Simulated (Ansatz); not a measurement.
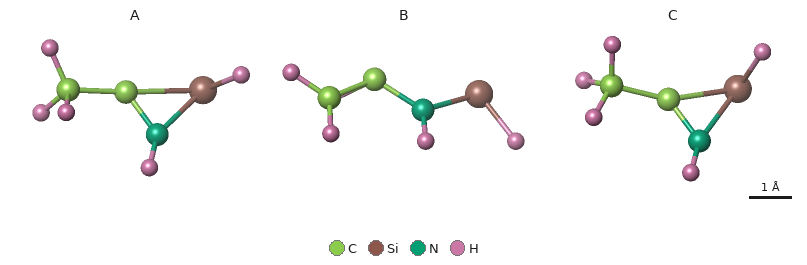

3 geometries from a converged minimum-energy path of C₂H₅NSi, shuffled. Style: ball-and-stick. Shown at a tilt.

Theory: Ansatz, RKS PBE0-D4/def2-SVP. Run with 5 movable images; climbing image; force threshold 0.05 eV/Å; iteration limit 60; starting path through a guess of the saddle point.

Question: Which of them lies highest in energy?

Answer: B. In order along the path, whose images run from 0 to 6: C (image 0, 0.00 eV), A (image 1, +0.37 eV), B (image 3, +2.19 eV). A hydrogen atom shifts from one atom to another. Breaking: C–H (1.10 → 2.12 Å). Forming: C–H (2.11 → 1.10 Å).

The run took 96 s on 2 threads of Intel(R) Xeon(R) 6975P-C (Granite Rapids), on a shared host, peak memory 0.18 GiB.
